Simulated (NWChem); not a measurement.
**C8H18 (3-ethyl-2-methylpentane): levels of theory compared**

We compute a comparison of 3 runs (CAM-B3LYP/STO-3G, CAM-B3LYP/3-21G, CAM-B3LYP/6-31G) of C8H18 (3-ethyl-2-methylpentane). 

The calculation is run with NWChem 7.3.0.

### Step 1. The molecule

C8H18: 26 atoms, total charge 0, spin state singlet. SMILES: `CCC(CC)C(C)C`. The coordinates come from a PBE0-D4/def2-TZVP relaxation. This is one conformer, not always the lowest.

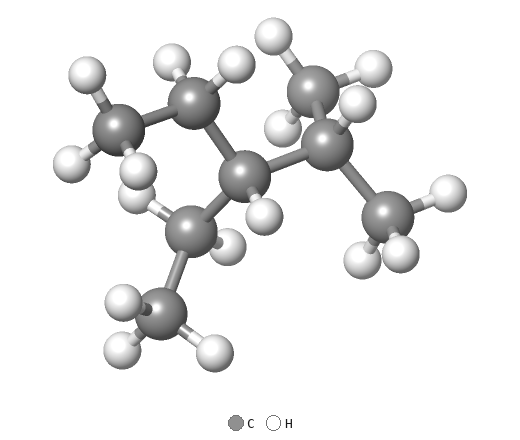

Viewed from a chosen angle; carbon grey, hydrogen white.

### Step 2. The charge distribution at CAM-B3LYP/STO-3G (run 1)

m1.xyz

```xyz
26

C     -0.078100    -1.538000    -1.928000
C      0.181200    -0.203300    -1.246600
C     -0.192100    -0.183300     0.245900
C     -1.529000     0.511800     0.497500
C     -2.719800    -0.144500    -0.180700
C      0.914700     0.403000     1.140300
C      1.286200     1.837600     0.787400
C      2.152600    -0.483100     1.153600
H      0.181200    -1.502800    -2.989200
H      0.519600    -2.329000    -1.466100
H     -1.126400    -1.835200    -1.850700
H      1.239700     0.043000    -1.370200
H     -0.364200     0.590100    -1.769900
H     -0.312900    -1.227900     0.567500
H     -1.461700     1.554800     0.167900
H     -1.706300     0.545000     1.578900
H     -2.630100    -0.121000    -1.269500
H     -2.820200    -1.191200     0.121200
H     -3.649600     0.366600     0.079900
H      0.510000     0.410000     2.161200
H      2.045900     2.216600     1.475700
H      1.700100     1.905400    -0.222800
H      0.427900     2.510200     0.842500
H      1.904900    -1.506200     1.449000
H      2.628000    -0.526900     0.169300
H      2.898300    -0.101700     1.855900
```

m1.nw

```
start m1
memory total 2200 mb
geometry noautosym nocenter noautoz
   load m1.xyz
end
basis spherical bse
   * library STO-3G
end
dft
   xc xcamb88 1.00 lyp 0.81 vwn_5 0.19 hfexch 1.00
   cam 0.33 cam_alpha 0.19 cam_beta 0.46
   mult 1
   grid fine
   convergence energy 1e-08
   direct
   maxiter 100
   mulliken
   noprint "final vectors analysis"
end
property
   dipole
   quadrupole
   mulliken
end
task dft property
```

The run is started by

```sh
$ nwchem m1.nw > m1.out
```

The program printed:

```text
[...]
          Wavefunction type:  closed shell.
          No. of atoms     :    26
          No. of electrons :    66
[...]
          Charge           :     0
          Spin multiplicity:     1
[...]
          AO basis - number of functions:    58
[...]
              XC Information
              --------------
                     Hartree-Fock (Exact) Exchange  1.000
                   CAM-Becke88 Exchange Functional  1.000
                      VWN V Correlation Functional  0.190 local
              Lee-Yang-Parr Correlation Functional  0.810
[...]
 d= 0,ls=0.0,diis     1   -311.6827672664 -7.30D+02  1.38D-02  3.91D-01     7.0
[...]
 d= 0,ls=0.0,diis     7   -311.7462038942 -1.56D-10  2.41D-07  1.82D-10    37.4
         Total DFT energy =     -311.746203894185
      One electron energy =    -1248.678717376106
           Coulomb energy =      569.115587545484
    Exchange-Corr. energy =      -50.040394975777
 Nuclear repulsion energy =      417.857320912213
[...]
      Total Density - Mulliken Population Analysis
     ---------------------------------------------
    Atom       Charge   Shell Charges
 -----------   ------   -------------------------------------------------------
    1 C    6     6.23   1.99  1.19  3.05
    2 C    6     6.14   1.99  1.18  2.97
    3 C    6     6.05   1.99  1.17  2.89
    4 C    6     6.14   1.99  1.18  2.97
    5 C    6     6.23   1.99  1.19  3.05
    6 C    6     6.05   1.99  1.17  2.89
    7 C    6     6.23   1.99  1.19  3.05
    8 C    6     6.23   1.99  1.19  3.05
    9 H    1     0.93   0.93
   10 H    1     0.93   0.93
[...]
   Dipole moment        0.0661113882 Debye(s)
             DMX       -0.0018908157 DMXEFC        0.0000000000
             DMY        0.0127106534 DMYEFC        0.0000000000
             DMZ        0.0648504414 DMZEFC        0.0000000000
   -EFC- dipole         0.0000000000 DEBYE(S)
   Total dipole         0.0661113882 DEBYE(S)
[...]
```

Wall time 38 s (1 thread of Intel Xeon Platinum 8488C (Sapphire Rapids), shared host); peak memory 0.13 GiB.

### Step 3. The charge distribution at CAM-B3LYP/3-21G (run 2)

job.nw

```
start job
title "C8H18 properties"
memory stack 880 mb heap 220 mb global 1100 mb
charge 0
geometry units angstrom noautosym nocenter noautoz
  C     -0.078100    -1.538000    -1.928000
  C      0.181200    -0.203300    -1.246600
  C     -0.192100    -0.183300     0.245900
  C     -1.529000     0.511800     0.497500
  C     -2.719800    -0.144500    -0.180700
  C      0.914700     0.403000     1.140300
  C      1.286200     1.837600     0.787400
  C      2.152600    -0.483100     1.153600
  H      0.181200    -1.502800    -2.989200
  H      0.519600    -2.329000    -1.466100
  H     -1.126400    -1.835200    -1.850700
  H      1.239700     0.043000    -1.370200
  H     -0.364200     0.590100    -1.769900
  H     -0.312900    -1.227900     0.567500
  H     -1.461700     1.554800     0.167900
  H     -1.706300     0.545000     1.578900
  H     -2.630100    -0.121000    -1.269500
  H     -2.820200    -1.191200     0.121200
  H     -3.649600     0.366600     0.079900
  H      0.510000     0.410000     2.161200
  H      2.045900     2.216600     1.475700
  H      1.700100     1.905400    -0.222800
  H      0.427900     2.510200     0.842500
  H      1.904900    -1.506200     1.449000
  H      2.628000    -0.526900     0.169300
  H      2.898300    -0.101700     1.855900
end
basis spherical bse
  * library 3-21G
end
dft
  xc xcamb88 1.00 lyp 0.81 vwn_5 0.19 hfexch 1.00
  cam 0.33 cam_alpha 0.19 cam_beta 0.46
  grid fine
  convergence energy 1e-08
  direct
  iterations 100
  mulliken
  noprint "final vectors analysis"
end
property
  dipole
  quadrupole
  mulliken
end
task dft property
```

The run is started by

```sh
$ nwchem job.nw > job.out
```

The program printed:

```text
[...]
          Wavefunction type:  closed shell.
          No. of atoms     :    26
          No. of electrons :    66
[...]
          Charge           :     0
          Spin multiplicity:     1
[...]
          AO basis - number of functions:   108
[...]
              XC Information
              --------------
                     Hartree-Fock (Exact) Exchange  1.000
                   CAM-Becke88 Exchange Functional  1.000
                      VWN V Correlation Functional  0.190 local
              Lee-Yang-Parr Correlation Functional  0.810
[...]
 d= 0,ls=0.0,diis     1   -313.7105622399 -7.32D+02  5.71D-03  7.34D-01    13.0
[...]
 d= 0,ls=0.0,diis     8   -313.7895069638 -5.49D-10  1.85D-07  1.01D-10   106.7
         Total DFT energy =     -313.789506963798
      One electron energy =    -1249.308265029049
           Coulomb energy =      567.531897965094
    Exchange-Corr. energy =      -49.870460812055
 Nuclear repulsion energy =      417.857320912213
[...]
      Total Density - Mulliken Population Analysis
     ---------------------------------------------
    Atom       Charge   Shell Charges
 -----------   ------   -------------------------------------------------------
    1 C    6     6.55   1.99  0.37  1.69  1.08  1.43
    2 C    6     6.38   1.99  0.36  1.68  1.07  1.28
    3 C    6     6.18   1.99  0.35  1.67  1.06  1.12
    4 C    6     6.36   1.99  0.36  1.68  1.06  1.27
    5 C    6     6.55   1.99  0.36  1.70  1.08  1.43
    6 C    6     6.24   1.99  0.35  1.67  1.06  1.16
    7 C    6     6.54   1.99  0.36  1.69  1.08  1.42
    8 C    6     6.53   1.99  0.36  1.69  1.07  1.41
    9 H    1     0.82   0.47  0.35
   10 H    1     0.82   0.47  0.35
[...]
   Dipole moment        0.0714100156 Debye(s)
             DMX       -0.0063338224 DMXEFC        0.0000000000
             DMY        0.0401580185 DMYEFC        0.0000000000
             DMZ        0.0587078067 DMZEFC        0.0000000000
   -EFC- dipole         0.0000000000 DEBYE(S)
   Total dipole         0.0714100156 DEBYE(S)
[...]
```

Wall time 1.8 min (1 thread of Intel Xeon Platinum 8488C (Sapphire Rapids), shared host); peak memory 0.13 GiB.

### Step 4. Energy and one-electron properties at CAM-B3LYP/6-31G (run 3)

c8h18.nw

```
start c8h18
title "C8H18 CAM-B3LYP"
memory stack 880 mb heap 220 mb global 1100 mb

geometry units atomic noautosym nocenter noautoz
C   -0.14758761  -2.90639878  -3.64339197
C    0.34241837  -0.38418132  -2.35573259
C   -0.36301639  -0.34638680   0.46468365
C   -2.88939124   0.96716183   0.94013875
C   -5.13967711  -0.27306543  -0.34147351
C    1.72853249   0.76155963   2.15485470
C    2.43056574   3.47256073   1.48797035
C    4.06782446  -0.91292669   2.17998806
H    0.34241837  -2.83988042  -5.64876933
H    0.98190169  -4.40117214  -2.77052747
H   -2.12858751  -3.46802538  -3.49731614
H    2.34269348   0.08125822  -2.58930274
H   -0.68823825   1.11512739  -3.34462627
H   -0.59129530  -2.32039471   1.07241958
H   -2.76221268   2.93814618   0.31728502
H   -3.22443969   1.02990074   2.98368858
H   -4.97016868  -0.22865686  -2.39900732
H   -5.32940562  -2.25104176   0.22903481
H   -6.89674446   0.69277360   0.15098912
H    0.96376032   0.77478771   4.08407610
H    3.86619068   4.18876693   2.78866884
H    3.21272338   3.60068416  -0.42103098
H    0.80861381   4.74359052   1.59209426
H    3.59973929  -2.84630549   2.73821315
H    4.96620026  -0.99569670   0.31993063
H    5.47699323  -0.19218515   3.50714271
end

basis spherical bse
* library 6-31G
end

dft
xc xcamb88 1.00 lyp 0.81 vwn_5 0.19 hfexch 1.00
cam 0.33 cam_alpha 0.19 cam_beta 0.46
grid fine
convergence energy 1e-08
direct
maxiter 100
mulliken
noprint "final vectors analysis"
end

property
dipole
quadrupole
mulliken
end

task dft property
```

The run is started by

```sh
$ nwchem c8h18.nw > c8h18.out
```

The program printed:

```text
[...]
          Wavefunction type:  closed shell.
          No. of atoms     :    26
          No. of electrons :    66
[...]
          Charge           :     0
          Spin multiplicity:     1
[...]
          AO basis - number of functions:   108
[...]
              XC Information
              --------------
                     Hartree-Fock (Exact) Exchange  1.000
                   CAM-Becke88 Exchange Functional  1.000
                      VWN V Correlation Functional  0.190 local
              Lee-Yang-Parr Correlation Functional  0.810
[...]
 d= 0,ls=0.0,diis     1   -315.3376774335 -7.33D+02  6.80D-03  6.03D-01    17.1
[...]
 d= 0,ls=0.0,diis     8   -315.4163656992 -5.15D-10  1.98D-07  1.45D-10   143.2
         Total DFT energy =     -315.416365699217
      One electron energy =    -1251.451429912269
           Coulomb energy =      568.203255115557
    Exchange-Corr. energy =      -50.025481641574
 Nuclear repulsion energy =      417.857290739069
[...]
      Total Density - Mulliken Population Analysis
     ---------------------------------------------
    Atom       Charge   Shell Charges
 -----------   ------   -------------------------------------------------------
    1 C    6     6.41   2.00  0.66  2.15  0.64  0.97
    2 C    6     6.26   2.00  0.65  2.13  0.63  0.84
    3 C    6     6.06   2.00  0.65  2.11  0.62  0.69
    4 C    6     6.25   2.00  0.66  2.13  0.63  0.84
    5 C    6     6.41   2.00  0.66  2.15  0.65  0.96
    6 C    6     6.10   2.00  0.65  2.11  0.62  0.73
    7 C    6     6.41   2.00  0.66  2.15  0.65  0.96
    8 C    6     6.40   2.00  0.66  2.15  0.65  0.95
    9 H    1     0.87   0.53  0.34
   10 H    1     0.87   0.53  0.34
[...]
   Dipole moment        0.0775323134 Debye(s)
             DMX       -0.0161703108 DMXEFC        0.0000000000
             DMY        0.0501646807 DMYEFC        0.0000000000
             DMZ        0.0568619862 DMZEFC        0.0000000000
   -EFC- dipole         0.0000000000 DEBYE(S)
   Total dipole         0.0775323134 DEBYE(S)
[...]
```

It took 2.4 min on 1 thread of Intel Xeon Platinum 8488C (Sapphire Rapids), shared host; peak memory 0.13 GiB.

### Step 5. The series

```
run             level  energy (Eh)  dipole moment (D)  wall time
  1  CAM-B3LYP/STO-3G  -311.746204               0.07       38 s
  2   CAM-B3LYP/3-21G  -313.789507               0.07    1.8 min
  3   CAM-B3LYP/6-31G  -315.416366               0.08    2.4 min
```

### Step 6. What came out

```
            quantity          value
 run 3: total energy  -315.41637 Eh
run 3: dipole moment         0.08 D
```

The dipole moment (its size) runs from 0.07 D (CAM-B3LYP/STO-3G) to 0.08 D (CAM-B3LYP/6-31G). In run 1 the basis is minimal, so the values are rough. All runs together took 4.8 min, the longest 2.4 min.
